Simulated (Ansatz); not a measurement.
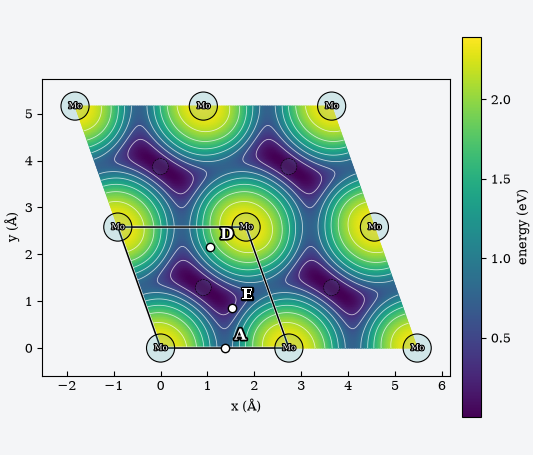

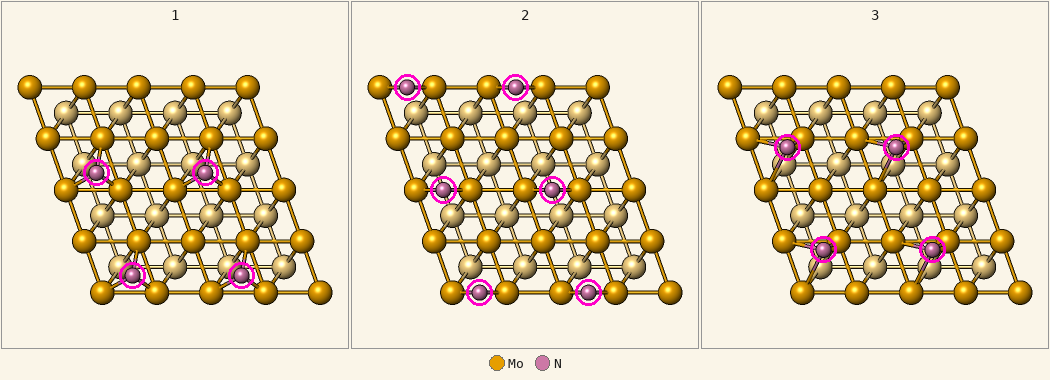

N on a Mo(110) slab cut from the Im-3m phase, its upper half relaxed before the scan (12 atoms of substrate and one adsorbate in a 2 × 2 cell). 
- N is moved over the surface cell; relaxed at each place: the height of the adsorbate's atoms; substrate rigid; the origin of the map has the adsorbate above Mo9.
- Places are given modulo a cell vector. The map is drawn in real space over the plane of the surface.
- The grid has 6 × 6 points; 13 points were computed and 23 follow by symmetry.
- Places are given in fractions of the 1 × 1 surface cell.
- Energies are in eV, from the lowest grid point.
- Computed with Ansatz, DFT PBE, scalar-relativistic, plane waves, PAW. Settings: cutoff 420 eV, k-mesh 5×5×1, gaussian smearing 0.1 eV, no spin polarisation.

The picture shows a smooth colour map with a few white contour lines, labelled circles for the atoms of the top layer and small ones for the second layer, the outline of one cell of the 2 × 2 shown, lettered points. Between grid points the surface is interpolated. The numbered pictures are the structures at these points, in random order. Rings mark the moved atoms.

> Which structure belongs to which point?

A is structure 2: a bridge site between two Mo atoms, (3/6, 0/6) of the cell vectors, 0.76 eV; D is structure 3: (4/6, 5/6) of the cell vectors [nearest 1 Mo at 1.75 Å], 1.56 eV; E is structure 1: (4/6, 2/6) of the cell vectors [nearest 1 Mo at 1.88 Å], 0.27 eV.

PAW datasets: the set soft_1.
